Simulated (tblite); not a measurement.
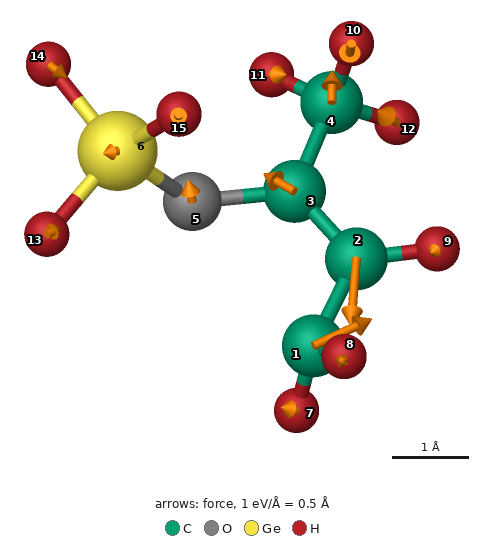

Starting geometry of C$_{4}$H$_{9}$GeO (multiplicity 2) with the computed forces as orange arrows. A ball-and-stick model, seen at a tilt.

These are results of tblite 0.8.0, GFN2-xTB geometry optimisation, gas phase, not measurements. 

### What follows when this structure is relaxed?

It isn't relaxed: the largest force vector, on C2, is 2.11 eV/Å. The final displacements have little in common with the starting forces (cosine between the two patterns 0.23). H7 moves most after the best rigid fit: 1.84 Å. Largest moves by element: H 1.84 Å, O 0.83 Å, C 0.30 Å, Ge 0.29 Å. Near-neighbour distances that change, for instance: C1–C2 1.487 → 1.366 Å, C2–C3 1.312 → 1.387 Å, Ge6–H14 1.555 → 1.494 Å, O5–Ge6 1.791 → 1.748 Å. Among the angles between lasting bonds that change: O5–Ge6–H14 111.5° → 98.3°, C3–O5–Ge6 126.9° → 139.2°, C1–C2–C3 118.5° → 127.6°. Groups turn about C3–O5 by about 80°, O5–Ge6 by about 60°, C3–C4 by about 35°. Over 118 geometry steps the energy falls by 1.323 eV.
